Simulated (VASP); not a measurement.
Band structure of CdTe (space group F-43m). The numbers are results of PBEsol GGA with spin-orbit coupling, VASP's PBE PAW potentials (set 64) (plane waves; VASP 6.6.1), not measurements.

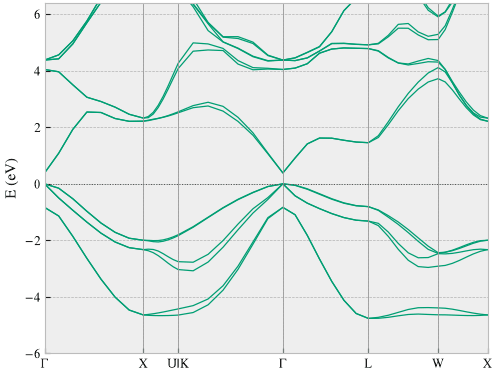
Figure. Bands along high-symmetry lines, zero at the valence-band maximum or, without a gap, the Fermi level

Question: Read the plot: is there a gap, and where are the band edges?

Answer: The gap is direct, 0.38 eV, from the valence maximum at Γ to the conduction minimum at Γ.

The structure comes from a measured CdTe entry (F-43m) of the Crystallography Open Database, whose conditions weren't checked. It was relaxed first.
